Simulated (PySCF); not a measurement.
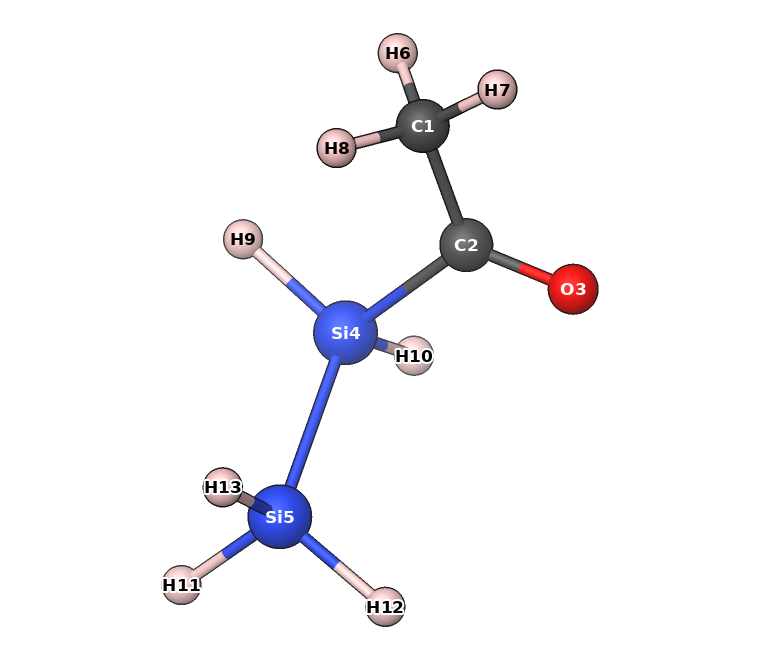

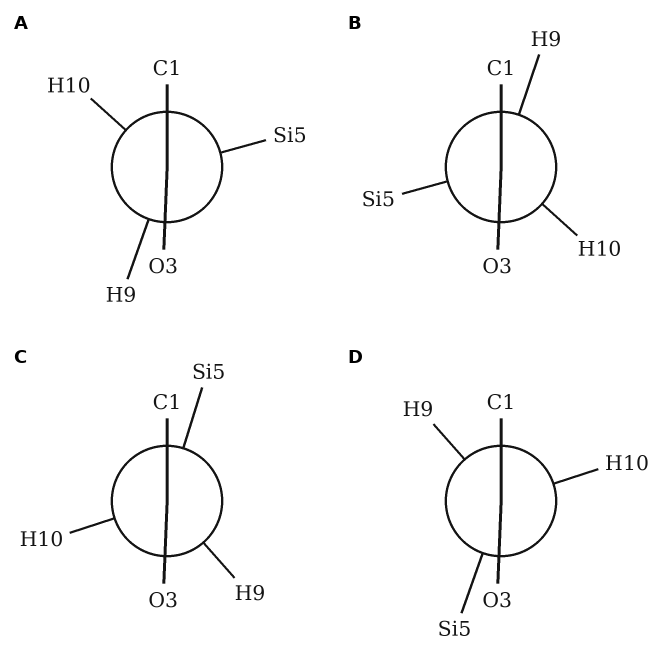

Atoms fade into the background with distance from the viewer. Bonds that would overlap in a projection are set slightly apart. The computed structure is the end point of a GFN2-xTB optimisation. No frequency run is at hand to confirm it as a minimum.

Which Newman projection shows the view along C2–Si4, with C2 in front?

Answer. B. The torsion angle O3–C2–Si4–Si5 is 73°, synclinal (gauche).
